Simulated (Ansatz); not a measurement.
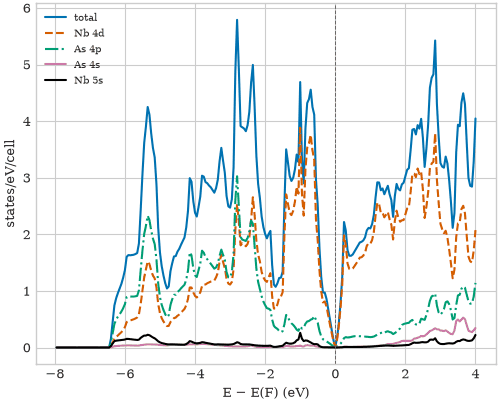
Total and projected density of states of NbAs in space group I4_1md (No. 109; Nb on 4a, As on 4a), DFT-LDA in the program Ansatz with PAW potentials

### Question
Which orbitals carry the states next to the Fermi level?

### Answer
Within 0.5 eV of the Fermi level: Nb 4d 84 %, As 4p 12 %. Projections are on Löwdin-orthogonalised atomic valence shells; empty p or d shells of many metals are not among them.

### Question
Where is the tallest occupied peak in this window, and what makes it?

### Answer
Near -2.8 eV, about 5.8 states/eV per cell; the largest projected share is As 4p.

The cell was relaxed with LDA under the symmetry of its start. The run is not spin-polarised. A small band overlap can be real or an error of a semilocal functional. Spin–orbit coupling is left out wherever it is not named.

Potentials: the later of the program's two PAW sets.
